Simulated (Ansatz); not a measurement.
## A hypothetical structure for HfScB2

This structure for HfScB2 is made up. Its elements were placed in a known structure type with a cell scaled to their sizes. What cell does the guess relax to, and how far off was it?

Calculated with Ansatz 0.2.0; DFT, PBE, plane-wave PAW, files of the set soft_1, scalar-relativistic, no spin, cell and ions relaxed at zero pressure; PAW set soft_1.

### 1. Set-up

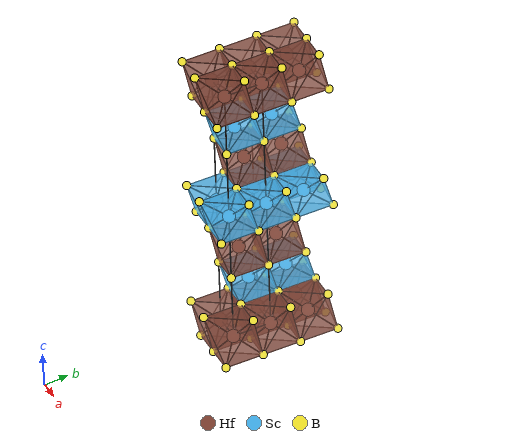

Start, viewed slightly off an axis; hafnium brown, scandium blue, boron yellow. 1×2×1 cells are drawn. This picture shows the conventional cell, with its axes. Some periodic images of atoms are drawn too.

### 2. Relaxing cell and atoms

The guessed cell has no reason to be at equilibrium. It is relaxed with the atoms, within the space group of the guess.

input.yaml

```yaml
crystal:
  lattice:
    - [1.591, 0.918564278, 5.187666667]
    - [-1.591, 0.918564278, 5.187666667]
    - [0.0, -1.837128557, 5.187666667]
  atoms:
    - { symbol: Hf, position: [0.0, 0.0, 0.0] }
    - { symbol: Sc, position: [0.5, 0.5, 0.5] }
    - { symbol: B, position: [0.7584, 0.7584, 0.7584] }
    - { symbol: B, position: [0.2416, 0.2416, 0.2416] }
kpoints:
  mp_grid: { grid: [10, 10, 10] }
scf:
  occupations: { method: fermi_dirac, width: 0.05 }
hamiltonian:
  xc: pbe
  pseudopotentials: { kind: paw, azcp: { folder: soft_1 } }
relax:
  f_tol: 0.015
  max_steps: 70
  cell: {}
output:
  forces: true
  stress: true
```

On the command line:

```sh
$ ansatz run input.yaml --threads 4 --pin off --max-ram 8192MiB --backend cpu --events-out ev --progress --plain --runs-dir out
```

Numbers of over 12 decimals in the logs are rounded to 6 here.

Log:

```text
basis.fft_grid_basis auto: the FFT boxes are laid along the combinations [[1, 0, -1], [0, 1, -1], [0, 0, 1]] of the cell's own vectors, 3.182, 3.182 and 5.503 Å long. The dense box has 24×24×40 points. Along the cell's own vectors, as sized, it would have 40×40×40, 2.78 times as many. Of the 12 symmetry operations that the crystal satisfies within crystal.symmetry.tolerance (time reversal apart; of a slab, those that [...]
Engine: ansatz 0.2.0, aarch64-unknown-linux-gnu
Pseudopotentials: kind: paw
Pseudopotential: Hf, paw, valence charge 26, recommended cutoff 420 eV (normal), soft_1/Hf.paw.azcp
Pseudopotential: Sc, paw, valence charge 11, recommended cutoff 420 eV (normal), soft_1/Sc.paw.azcp
Pseudopotential: B, paw, valence charge 3, recommended cutoff 420 eV (normal), soft_1/B.paw.azcp
Functional definition: PBE
  parameter kappa = 0.804
  parameter beta = 0.066725
  exchange = pbe_x(kappa = kappa, mu = beta*pi^2/3)
  correlation = pbe_c(beta = beta)
Crystal: 4 atoms, lattice volume = 45.489 Å³
Basis set: ecut = 420 eV, 893 PW (Γ), FFT grids on a1−a3, a2−a3, a3, exchange–correlation on 48×48×80 points (8 copies of the dense FFT grid, shifted against one another)
Bands: 26, of which v1, the nominal top of the filled ones, is band 22 counted from 1 (21 counted from 0)
Symmetry: 12 space group operations
Space group: R-3m (ITA 166), of the structure as read, at distance tolerance 3.6e-5 Å
k-points: 116 of 1000
Non-local potential: Hf, projectors of the file, l = 0: 3, l = 1: 2, l = 2: 2, l = 3: 3
Non-local potential: Sc, projectors of the file, l = 0: 3, l = 1: 2, l = 2: 3, l = 3: 1
Non-local potential: B, projectors of the file, l = 0: 2, l = 1: 2, l = 2: 1
PAW form: soft (Blöchl's): semilocal exchange-correlation on the pseudo side does not see the compensation charge
PAW one-centre angular grid: Hf, 590 points (default); XC on 64 Gauss nodes
PAW one-centre angular grid: Sc, 590 points (default); XC on 64 Gauss nodes
PAW one-centre angular grid: B, 110 points (default); XC on 64 Gauss nodes
Initial density: superposition of atomic densities (chi_scale 0.1, normalization cell, long waves kept (reshape's long-wave potential 0.01 eV rms))
Initial wavefunctions: pseudopotential atomic-orbital guess
Functional: x = pbe(κ = 0.804, μ = 0.219515), c = pbe(β = 0.066725)
SCF iter   1: F=—  HF=-18169.316164 eV  |F-HF|=—  |Δ(HF+E_count)|=         —  Δρ=7.14e-2  dr2=4.26e0  ethr=3.10e-3  ⟨swp⟩=4.8  Hψ=10541  notcnv=0
preconditioner: auto → Kerker (q_TF=auto, 2.703 Å⁻¹)  [metal: Δε(μ)=0.004 eV  Ē_g=15.189 eV  σ=0.050 eV  W_gap=0.02  n_scr=16 (ndim 8)  ℏωp=34.4 eV  f_vac=0.000  D(μ)=3.63/eV (n_scr^D=36)]
SCF iter   2: F=—  HF=-18168.564220 eV  |F-HF|=—  |Δ(HF+E_count)|=   7.52e-1  Δρ=3.88e-2  dr2=1.33e0  ethr=3.10e-3  ⟨swp⟩=2.6  Hψ=5706  notcnv=0  defer=13
SCF iter   3: F=—  HF=-18168.326176 eV  |F-HF|=—  |Δ(HF+E_count)|=   2.38e-1  Δρ=1.18e-2  dr2=9.59e-2  ethr=3.09e-3  ⟨swp⟩=2.0  Hψ=6022  notcnv=0  defer=12
SCF iter   4: F=—  HF=-18168.223844 eV  |F-HF|=—  |Δ(HF+E_count)|=   1.02e-1  Δρ=4.64e-3  dr2=7.01e-3  ethr=2.23e-4  ⟨swp⟩=2.6  Hψ=6145  notcnv=0  defer=12
SCF iter   5: F=—  HF=-18168.226819 eV  |F-HF|=—  |Δ(HF+E_count)|=   2.97e-3  Δρ=8.62e-4  dr2=3.73e-4  ethr=1.63e-5  ⟨swp⟩=2.0  Hψ=6162  notcnv=0  defer=12
SCF iter   6: F=—  HF=-18168.226574 eV  |F-HF|=—  |Δ(HF+E_count)|=   2.45e-4  Δρ=2.15e-4  dr2=2.18e-5  ethr=8.67e-7  ⟨swp⟩=2.2  Hψ=5518  notcnv=0  defer=12
SCF iter   7: F=—  HF=-18168.226576 eV  |F-HF|=—  |Δ(HF+E_count)|=   1.70e-6  Δρ=9.14e-5  dr2=4.55e-6  ethr=5.07e-8  ⟨swp⟩=2.1  Hψ=5406  notcnv=0  defer=12
SCF iter   8: F=—  HF=-18168.226575 eV  |F-HF|=—  |Δ(HF+E_count)|=   9.14e-7  Δρ=2.97e-5  dr2=4.39e-7  ethr=1.06e-8  ⟨swp⟩=2.8  Hψ=5420  notcnv=0  defer=12
SCF iter   9: F=-18168.226575 eV  HF=-18168.226575 eV  |F-HF|=6.64e-9  |Δ(HF+E_count)|=   1.54e-7  Δρ=4.97e-6  dr2=1.15e-8  ethr=2.33e-10  ⟨swp⟩=4.6  Hψ=11482  notcnv=0
SCF 1 converged in 9 iterations: F = -18168.226575 eV  dr2 = 1.15e-8
  greatest PAW one-centre occupation: 0.998 electrons in one spin orbital (limit 2), on the Hf atom at site 0 (counted from 0), in its partial waves of l = 0
relax step   1: F+E_penalty+E_count = -18168.22657481 eV  Δ(F+E_penalty+E_count) = +0.000e0 eV  max|allowed force component| = 1.880e0 eV/Å  Δτ_max = 0.0000 Å  P = +50.456 GPa  Ω = 45.489 Å³  (9 SCF iters, dr2 threshold 1.00e-7 eV, accepted)
Crystal: 4 atoms, lattice volume = 52.235 Å³
Basis set: ecut = 420 eV, 1033 PW (Γ), FFT grids on a1−a3, a2−a3, a3, exchange–correlation on 48×48×80 points (8 copies of the dense FFT grid, shifted against one another)
Initial density: handed on by an earlier stage of this run
Initial wavefunctions: those handed on with the density
iter 1 solved again at ethr=9.61e-4 eV; its pass at ethr=3.10e-3 eV (dr2=4.13e-1 eV) is discarded
SCF iter   1: F=—  HF=-18169.800121 eV  |F-HF|=—  |Δ(HF+E_count)|=         —  Δρ=1.55e-2  dr2=4.18e-1  ethr=9.61e-4  ⟨swp⟩=1.3  Hψ=18402  notcnv=0
preconditioner: auto → Kerker (q_TF=auto, 2.641 Å⁻¹)  [metal: Δε(μ)=0.008 eV  Ē_g=16.327 eV  σ=0.050 eV  W_gap=0.04  n_scr=16 (ndim 8)  ℏωp=32.1 eV  f_vac=0.000  D(μ)=3.33/eV (n_scr^D=28)]
SCF iter   2: F=—  HF=-18169.747952 eV  |F-HF|=—  |Δ(HF+E_count)|=   5.22e-2  Δρ=8.22e-3  dr2=1.28e-1  ethr=9.61e-4  ⟨swp⟩=2.3  Hψ=5209  notcnv=0
SCF iter   3: F=—  HF=-18169.731226 eV  |F-HF|=—  |Δ(HF+E_count)|=   1.67e-2  Δρ=3.30e-3  dr2=1.75e-2  ethr=2.99e-4  ⟨swp⟩=2.2  Hψ=5162  notcnv=0
SCF iter   4: F=—  HF=-18169.722890 eV  |F-HF|=—  |Δ(HF+E_count)|=   8.34e-3  Δρ=9.09e-4  dr2=5.66e-4  ethr=4.08e-5  ⟨swp⟩=2.2  Hψ=5548  notcnv=0
SCF iter   5: F=—  HF=-18169.723165 eV  |F-HF|=—  |Δ(HF+E_count)|=   2.75e-4  Δρ=8.13e-4  dr2=2.42e-4  ethr=1.32e-6  ⟨swp⟩=3.0  Hψ=6666  notcnv=0
SCF iter   6: F=—  HF=-18169.722751 eV  |F-HF|=—  |Δ(HF+E_count)|=   4.13e-4  Δρ=1.15e-4  dr2=9.04e-6  ethr=5.64e-7  ⟨swp⟩=3.0  Hψ=6436  notcnv=0
SCF iter   7: F=—  HF=-18169.722730 eV  |F-HF|=—  |Δ(HF+E_count)|=   2.16e-5  Δρ=6.84e-5  dr2=2.37e-6  ethr=2.10e-8  ⟨swp⟩=3.0  Hψ=6471  notcnv=0
SCF iter   8: F=—  HF=-18169.722719 eV  |F-HF|=—  |Δ(HF+E_count)|=   1.13e-5  Δρ=9.38e-6  dr2=5.64e-8  ethr=9.30e-10  ⟨swp⟩=4.0  Hψ=15959  notcnv=0
SCF iter   9: F=-18169.722718 eV  HF=-18169.722718 eV  |F-HF|=1.67e-9  |Δ(HF+E_count)|=   1.35e-7  Δρ=3.20e-6  dr2=4.39e-9  ethr=1.31e-10  ⟨swp⟩=4.8  Hψ=11050  notcnv=0
SCF 2 converged in 9 iterations: F = -18169.722718 eV  dr2 = 4.39e-9
[...]
SCF iter   2: F=—  HF=-18170.241403 eV  |F-HF|=—  |Δ(HF+E_count)|=   7.34e-2  Δρ=8.74e-3  dr2=2.35e-1  ethr=1.71e-3  ⟨swp⟩=2.9  Hψ=4696  notcnv=0  defer=1
SCF iter   3: F=—  HF=-18170.222210 eV  |F-HF|=—  |Δ(HF+E_count)|=   1.92e-2  Δρ=4.38e-3  dr2=3.29e-2  ethr=5.46e-4  ⟨swp⟩=2.3  Hψ=5150  notcnv=0  defer=1
SCF iter   4: F=—  HF=-18170.202355 eV  |F-HF|=—  |Δ(HF+E_count)|=   1.99e-2  Δρ=1.60e-3  dr2=1.25e-3  ethr=7.65e-5  ⟨swp⟩=2.1  Hψ=5261  notcnv=0  defer=2
SCF iter   5: F=—  HF=-18170.202498 eV  |F-HF|=—  |Δ(HF+E_count)|=   1.42e-4  Δρ=1.53e-3  dr2=1.13e-3  ethr=2.91e-6  ⟨swp⟩=3.0  Hψ=7395  notcnv=0  defer=2
SCF iter   6: F=—  HF=-18170.201170 eV  |F-HF|=—  |Δ(HF+E_count)|=   1.33e-3  Δρ=2.16e-4  dr2=3.49e-5  ethr=2.64e-6  ⟨swp⟩=2.4  Hψ=5930  notcnv=0  defer=2
SCF iter   7: F=—  HF=-18170.201125 eV  |F-HF|=—  |Δ(HF+E_count)|=   4.52e-5  Δρ=8.32e-5  dr2=7.71e-6  ethr=8.12e-8  ⟨swp⟩=2.0  Hψ=5063  notcnv=0  defer=2
SCF iter   8: F=—  HF=-18170.201120 eV  |F-HF|=—  |Δ(HF+E_count)|=   4.49e-6  Δρ=2.21e-5  dr2=6.70e-7  ethr=1.79e-8  ⟨swp⟩=2.0  Hψ=4959  notcnv=0  defer=2
SCF iter   9: F=-18170.201118 eV  HF=-18170.201118 eV  |F-HF|=9.91e-8  |Δ(HF+E_count)|=   1.88e-6  Δρ=5.99e-6  dr2=2.00e-8  ethr=9.30e-10  ⟨swp⟩=5.0  Hψ=12207  notcnv=0
SCF 3 converged in 9 iterations: F = -18170.201118 eV  dr2 = 2.00e-8
relax step   3: F+E_penalty+E_count = -18170.20111826 eV  Δ(F+E_penalty+E_count) = -4.784e-1 eV  max|allowed force component| = 8.030e-1 eV/Å  Δτ_max = 0.0927 Å  P = +2.749 GPa  Ω = 56.743 Å³  energy of the carried Pulay correction = -6.093e-3 eV  (9 SCF iters, dr2 threshold 4.00e-7 eV, accepted)
[... from here on, the SCF cycles and remarks between the steps are left out ...]
relax step   4: F+E_penalty+E_count = -18170.29382677 eV  Δ(F+E_penalty+E_count) = -9.271e-2 eV  max|allowed force component| = 2.677e-1 eV/Å  Δτ_max = 0.0717 Å  P = -0.866 GPa  Ω = 58.467 Å³  energy of the carried Pulay correction = -6.911e-3 eV  (10 SCF iters, dr2 threshold 4.00e-7 eV, accepted)
relax step   5: F+E_penalty+E_count = -18170.30314931 eV  Δ(F+E_penalty+E_count) = -9.323e-3 eV  max|allowed force component| = 1.329e-2 eV/Å  Δτ_max = 0.0321 Å  P = -0.336 GPa  Ω = 58.372 Å³  energy of the carried Pulay correction = -6.867e-3 eV  (7 SCF iters, dr2 threshold 4.00e-7 eV, accepted)
relax step   6: F+E_penalty+E_count = -18170.30563049 eV  Δ(F+E_penalty+E_count) = -2.481e-3 eV  max|allowed force component| = 1.483e-2 eV/Å  Δτ_max = 0.0034 Å  P = -0.308 GPa  Ω = 58.356 Å³  energy of the carried Pulay correction = -6.859e-3 eV  (5 SCF iters, dr2 threshold 4.00e-7 eV, accepted)
relax step   7: F+E_penalty+E_count = -18170.30585853 eV  Δ(F+E_penalty+E_count) = -2.280e-4 eV  max|allowed force component| = 7.909e-3 eV/Å  Δτ_max = 0.0017 Å  P = +0.178 GPa  Ω = 58.163 Å³  energy of the carried Pulay correction = -6.769e-3 eV  (5 SCF iters, dr2 threshold 3.34e-7 eV, accepted)
relax step   8: F+E_penalty+E_count = -18170.30586909 eV  Δ(F+E_penalty+E_count) = -1.056e-5 eV  max|allowed force component| = 1.113e-3 eV/Å  Δτ_max = 0.0005 Å  P = -0.009 GPa  Ω = 58.238 Å³  energy of the carried Pulay correction = -6.804e-3 eV  (4 SCF iters, dr2 threshold 9.00e-8 eV, accepted)
relax step   9: F+E_penalty+E_count = -18170.32399457 eV  Δ(F+E_penalty+E_count) = -1.813e-2 eV  max|allowed force component| = 4.180e-3 eV/Å  Δτ_max = 0.0000 Å  P = +0.328 GPa  Ω = 58.238 Å³  stress off target by 3.73e-1 GPa  SCF on the basis re-selected at this cell (its energy is not comparable with the rows above)  (8 SCF iters)
relax step  10: F+E_penalty+E_count = -18170.32412622 eV  Δ(F+E_penalty+E_count) = -1.316e-4 eV  max|allowed force component| = 7.266e-4 eV/Å  Δτ_max = 0.0010 Å  P = +0.014 GPa  Ω = 58.378 Å³  energy of the carried Pulay correction = -5.499e-5 eV  (4 SCF iters, dr2 threshold 3.48e-7 eV, accepted)
iter 1 solved again at ethr=1.05e-8 eV; its pass at ethr=3.10e-3 eV (dr2=4.52e-6 eV) is discarded
SCF iter   1: F=—  HF=-18170.324195 eV  |F-HF|=—  |Δ(HF+E_count)|=         —  Δρ=6.93e-5  dr2=2.59e-7  ethr=1.05e-8  ⟨swp⟩=3.2  Hψ=19634  notcnv=0
preconditioner: auto → Kerker (q_TF=auto, 2.593 Å⁻¹)  [metal: Δε(μ)=0.012 eV  Ē_g=15.843 eV  σ=0.050 eV  W_gap=0.06  n_scr=22 (ndim 8)  ℏωp=30.4 eV  f_vac=0.000  D(μ)=2.97/eV (n_scr^D=28)]
SCF iter   2: F=—  HF=-18170.324182 eV  |F-HF|=—  |Δ(HF+E_count)|=   1.29e-5  Δρ=3.59e-5  dr2=1.02e-7  ethr=6.01e-10  ⟨swp⟩=1.5  Hψ=3776  notcnv=0
SCF iter   3: F=—  HF=-18170.324185 eV  |F-HF|=—  |Δ(HF+E_count)|=   2.63e-6  Δρ=4.62e-6  dr2=1.07e-8  ethr=2.37e-10  ⟨swp⟩=2.3  Hψ=4853  notcnv=0
SCF iter   4: F=—  HF=-18170.324185 eV  |F-HF|=—  |Δ(HF+E_count)|=   5.71e-8  Δρ=5.13e-6  dr2=2.75e-9  ethr=2.48e-11  ⟨swp⟩=2.2  Hψ=5516  notcnv=0
SCF iter   5: F=—  HF=-18170.324185 eV  |F-HF|=—  |Δ(HF+E_count)|=   5.34e-8  Δρ=5.16e-7  dr2=1.07e-10  ethr=6.40e-12  ⟨swp⟩=2.0  Hψ=5490  notcnv=0
SCF iter   6: F=-18170.324185 eV  HF=-18170.324185 eV  |F-HF|=7.28e-12  |Δ(HF+E_count)|=  1.31e-10  Δρ=1.08e-7  dr2=9.16e-12  ethr=1.00e-12  ⟨swp⟩=4.4  Hψ=10941  notcnv=0
SCF 11 converged in 6 iterations: F = -18170.324185 eV  dr2 = 9.16e-12
relax step  11: F+E_penalty+E_count = -18170.32418465 eV  Δ(F+E_penalty+E_count) = -5.844e-5 eV  max|allowed force component| = 7.255e-4 eV/Å  Δτ_max = 0.0000 Å  P = +0.014 GPa  Ω = 58.378 Å³  stress off target by 1.49e-2 GPa  SCF on the basis re-selected at this cell (its energy is not comparable with the rows above)  (6 SCF iters)
basis re-selected at this cell: Δ(F+E_penalty+E_count) = -5.844e-5 eV, ΔP = -0.000 GPa vs the last step (what re-selecting the basis moved, of the pressure what is left beyond the Pulay correction that the steps carried, after the strain that the cell walked since its last selection, with what the two solves' SCF thresholds leave and, on support functions, any second-order correction that the steps lacked; it is no m [...]
SCF converged after 6 iterations
Free energy (F): -18170.324185 eV
Harris-Foulkes:  -18170.324185 eV  (|F-HF|=7.28e-12)
Internal energy: -18170.299191 eV  (E = F + TS)
E sigma→0 (E₀):  -18170.311688 eV
Entropy (-TS):   -0.024993 eV (-6.248 meV/atom)
Fermi energy:    12.135917 eV
--- Per-component energies (eV) ---
  E_band       = -214.168938
  E_kinetic    = 705.856844
  E_local      = -8456.842513  (includes V_loc(G=0)·N_el)
  E_nonlocal   = 219.977863
  E_hartree    = 3994.105780
  E_xc         = -416.094962
  E_vxc        = -435.102147  (∫ρ·V_xc dr)
  E_paw        = -8843.636744  (= ΣΔE_a)
  E_vpaw       = -236.270624  (= ΣTr[D̂ρ^β])
  E_aug_tail   = 0.000127  (compensation charges beyond the density's cutoff)
  E_ewald      = -5373.665588
  E_smearing   = -0.024993  (= −TS)
  E_closure    = 0.000000  (closes the sum)
  Σ components = -18170.324185   (vs F -18170.324185, Δ=0.00e0)
--- Forces (eV/Å), atoms counted from 1 ---
  atom   1  Hf    -0.00000000    -0.00000000     0.00000000
  atom   2  Sc     0.00000000     0.00000000    -0.00000000
  atom   3  B     -0.00000000     0.00000000    -0.00072547
  atom   4  B      0.00000000    -0.00000000     0.00072547
  max |Σ_I F_I| component: 2.96e-31 eV/Å
--- Stress (GPa, compression-positive) ---
        0.014948      -0.000000      -0.000000
       -0.000000       0.014948       0.000000
       -0.000000       0.000000       0.012215
  P = ⅓ Tr σ = 0.0140 GPa (0.140 kbar)
--- Relaxed structure (9 steps of the walk, 9 accepted, 2 SCFs on fresh bases) ---
  F+E_penalty+E_count = -18170.32418465 eV   max|allowed force component| = 7.255e-4 eV/Å   (the final SCF, on the basis selected at the relaxed cell)
  cell:  # Å, volume = 58.3784 Å³
    - [1.746235, 1.008189, 5.526577]
    - [-1.746235, 1.008189, 5.526577]
    - [0, -2.016379, 5.526577]
  atoms:
    - { symbol: Hf, position: [-3.2046070770543836e-19, -3.204607077054385e-19, -3.204607075306233e-19] }
    - { symbol: Sc, position: [0.5, 0.5, 0.500000] }
    - { symbol: B, position: [0.742991, 0.742991, 0.742991] }
    - { symbol: B, position: [0.257009, 0.257009, 0.257009] }
```

It took 18 s on 4 threads of Arm Neoverse V2, shared host; peak memory 0.48 GiB.

Relaxation path:

| step | energy less that of the first step (eV) | largest force component (eV/Å) | pressure (GPa) | volume (Å³) |
| --- | --- | --- | --- | --- |
| 1 | 0.0000 | 1.8799 | 50.46 | 45.49 |
| 2 | -1.4961 | 1.5037 | 16.41 | 52.24 |
| 3 | -1.9745 | 0.8030 | 2.75 | 56.74 |
| 4 | -2.0673 | 0.2677 | -0.87 | 58.47 |
| 5 | -2.0766 | 0.0133 | -0.34 | 58.37 |
| 6 | -2.0791 | 0.0148 | -0.31 | 58.36 |
| 7 | -2.0793 | 0.0079 | 0.18 | 58.16 |
| 8 | -2.0793 | 0.0011 | -0.01 | 58.24 |
| 9* | -2.0974 | 0.0042 | 0.33 | 58.24 |
| 10 | -2.0976 | 0.0007 | 0.01 | 58.38 |
| 11* | -2.0976 | 0.0007 | 0.01 | 58.38 |

Relaxation steps marked * repeat the geometry before them on a plane-wave basis chosen anew for their cell, so energy and pressure can jump there.

The run keeps the 12 symmetry operations that it works with, so distortions that break them were not tested.

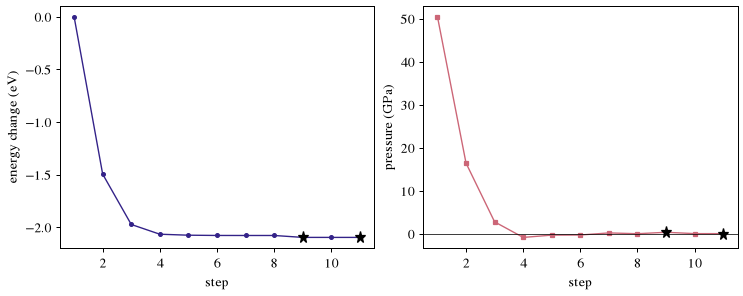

Energy and pressure along the relaxation. Stars mark steps on a basis chosen anew.

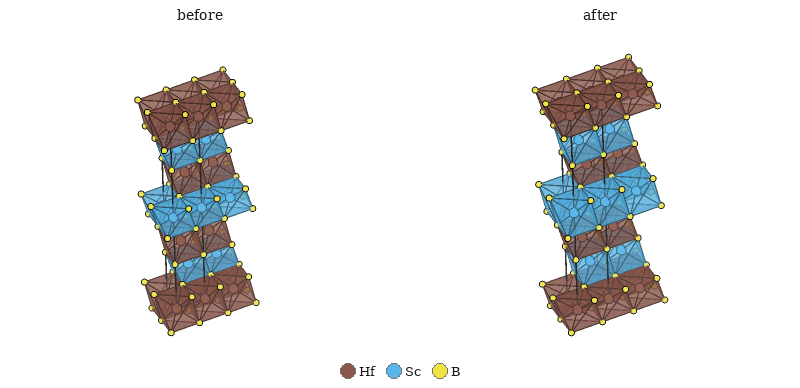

The structure before and after the relaxation, drawn at the same scale.

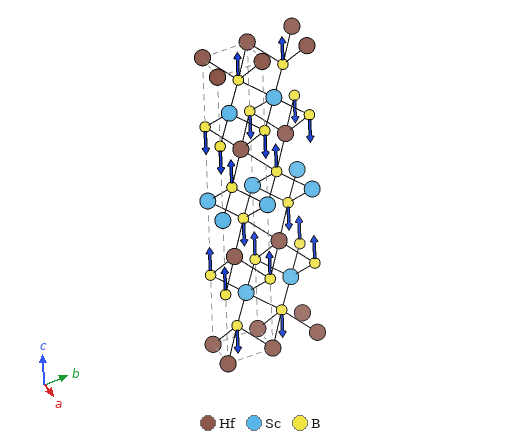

Displacements in the relaxation, exaggerated, measured against the changing cell; the longest in the cell stands for 0.26 Å. Bonds to atoms that aren't drawn are left out. 1×2×1 conventional cells are drawn. Some periodic images of atoms are drawn too.

| conventional cell, symmetrised | before | after | change |
| --- | --- | --- | --- |
| a (Å) | 3.182 | 3.492 | +9.8 % |
| b (Å) | 3.182 | 3.492 | +9.8 % |
| c (Å) | 15.563 | 16.580 | +6.5 % |
| volume (Å³/atom) | 11.37 | 14.59 | +28.3 % |

The atoms that moved most (Å, as changes of fractional coordinates times the final cell):

| atom | dx | dy | dz | length |
| --- | --- | --- | --- | --- |
| B3 | 0.000 | 0.000 | -0.255 | 0.255 |
| B4 | 0.000 | 0.000 | 0.255 | 0.255 |

Final coordinates:

```cif
data_structure
_symmetry_space_group_name_H-M 'P 1'
_symmetry_Int_Tables_number 1
_cell_length_a 5.8829
_cell_length_b 5.8829
_cell_length_c 5.8829
_cell_angle_alpha 34.535
_cell_angle_beta 34.535
_cell_angle_gamma 34.535
_cell_volume 58.38
loop_
_atom_site_label
_atom_site_type_symbol
_atom_site_fract_x
_atom_site_fract_y
_atom_site_fract_z
_atom_site_occupancy
Hf1 Hf 0.00000 0.00000 0.00000 1
Sc2 Sc 0.50000 0.50000 0.50000 1
B3 B 0.74299 0.74299 0.74299 1
B4 B 0.25701 0.25701 0.25701 1
```

This step gave:

```
free energy             : -18170.3242 eV
energy at zero smearing : -18170.3117 eV
smearing term TS        : 0.02499 eV
Fermi energy            : 12.14 eV
electrons               : 43
symmetry operations     : 12
pressure                : 0.01404 GPa
```

The shortest distance of each pair, which need not be the same contact before and after:

| pair | guess (Å) | relaxed (Å) |
| --- | --- | --- |
| B–Hf | 2.327 | 2.381 |
| B–Sc | 2.176 | 2.512 |
| B–B | 2.969 | 3.236 |
| Hf–Sc | 3.179 | 3.421 |
| Hf–Hf | 3.182 | 3.492 |

The relaxation ends with a largest force component of 7.2e-4 eV/Å and a pressure of 0.01 GPa.

### 3. Summary of results

| Quantity | Value |
| --- | --- |
| space group, relaxed | R-3m |
| conventional cell | a = 3.492, b = 3.492, c = 16.580 Å; α = 90.0°, β = 90.0°, γ = 120.0° |
| volume per atom | 14.59 Å³ (guess 11.37) |

HfScB2 relaxes to R-3m with a = 3.492, b = 3.492 and c = 16.580 Å. The guessed volume was 22 % too small. The space group R-3m was held in the relaxation, so the end point is a stationary structure within it and may be a saddle against distortions or other arrangements. Mesh and cutoff weren't tested. Spin-orbit coupling is left out, which can matter for elements this heavy. No dispersion term is used, so weakly bound directions may come out too long. Nothing here tests whether the compound is stable against decomposition.

[Logs are printed without paths, hosts, clocks, repeated set-up lines and the standing remarks that a program may print on its own settings, such as how far it seeks lower states.]

[Hosts, paths, dates, database ids (printed as entryN), source tags and the programs' standing remarks are cut or masked in the printed files.]
